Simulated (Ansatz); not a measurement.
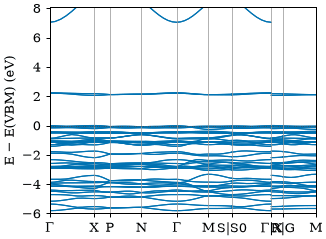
Figure: Band structure from plane-wave PAW r²SCAN with spin–orbit coupling (Ansatz code)

Problem. Read off the gap and where the band edges lie.

Solution. About 2.1 eV (2.05 eV by a search for the band edges); maximum at X, minimum at X.

The material is CsCuF4 in space group I4/mcm (No. 140; Cs on 4a, Cu on 4d, F on 16l).

The first step of the workflow began from a Materials Project structure, measured or hypothetical; the Crystallography Open Database copy checked does not list it. Whether it is the stable phase at ambient conditions was not checked. The r²SCAN relaxation kept the symmetry of its start; its stability against distortions is not shown here. No spin polarisation was allowed. No Hubbard U is applied.

Potentials: the later of the program's two PAW sets.
